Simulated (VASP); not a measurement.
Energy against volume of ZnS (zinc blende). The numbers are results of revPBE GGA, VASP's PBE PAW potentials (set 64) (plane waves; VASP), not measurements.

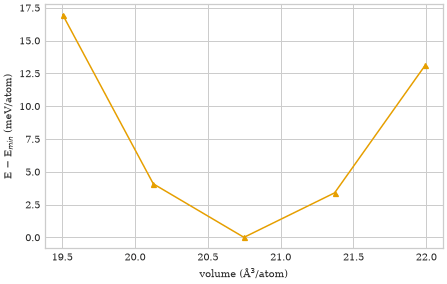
Figure: Energy against volume

Question: Estimate the equilibrium volume and the bulk modulus.

Answer: The minimum lies near 20.8 Å³/atom, and the curvature gives B0 of about 64 GPa.

Measured: bulk modulus 77.1 GPa (computed value off by -17.3 %), as given by Cormac Toher et al., Physical Review Materials (2017), arXiv:1611.05714; a 5.410 Å (computed value off by +1.6 %), as given by Martin Albrecht et al., Physical review. B, Condensed matter (1997), arXiv:cond-mat/9706128. The calculation is for a static lattice, while the measured bulk modulus, a hold thermal and zero-point effects, which are part of the difference.

The compound is ZnS in the zinc blende structure. It was relaxed first.
